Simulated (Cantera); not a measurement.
A closed system holds: 1 mol c-C₄F₈, 0.27 mol Si, a varied amount of H₂, equilibrated at 1923.15 K and 0.300 bar.

These are equilibrium values from Cantera (NASA tables, ideal gas, pure condensed phases), not measurements of a reactor. Candidate condensed phases: C, C₆H₆, C₇H₈, C₈H₁₈, Si, SiC; 113 gas species. The feed counts by its element totals alone. Gases not in the tables: C₂F₆ and larger saturated fluorocarbons. Kinetics and transport are ignored.

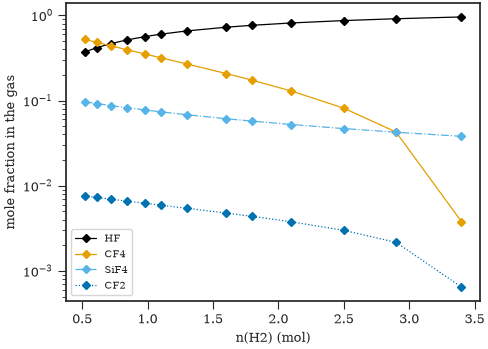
Equilibrium gas composition (values under 1e-9 drawn at 1e-9)

From 0.52 mol H₂ to 3.4 mol H₂ the condensed part is C(graphite). The main Si-bearing gas is SiF₄ throughout.
